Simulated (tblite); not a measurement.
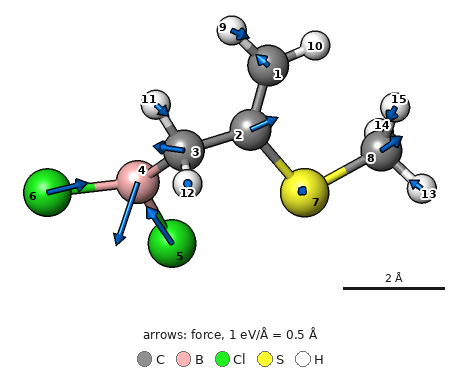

Starting geometry of C4H7BCl2S with the computed forces as blue arrows. A ball-and-stick model, seen at a tilt.

Level of theory: GFN2-xTB geometry optimisation, gas phase (tblite). 

**What follows when this structure is relaxed?**

It isn't relaxed: the largest force vector, on B4, is 2.72 eV/Å. The final displacements have little in common with the starting forces (cosine between the two patterns 0.28). Over 123 geometry steps the energy falls by 0.845 eV. Cl5 moves most after the best rigid fit: 1.53 Å. By element the largest moves are Cl 1.53 Å, H 0.73 Å, S 0.58 Å, C 0.40 Å, B 0.10 Å. Near-neighbour distances that change, for instance: Cl5–S7 3.041 → 3.820 Å, B4–Cl5 1.860 → 1.713 Å, B4–Cl6 1.848 → 1.719 Å, C8–H14 1.132 → 1.086 Å. Among the angles between lasting bonds that change: C3–C2–S7 118.9° → 111.4°, C1–C2–C3 118.5° → 123.5°, B4–C3–H11 104.3° → 109.1°. Groups turn about S7–C8 by about 30°, C2–C3 by about 30°. The run took 1.7 s on 1 thread of Arm Neoverse N1, on a shared host.
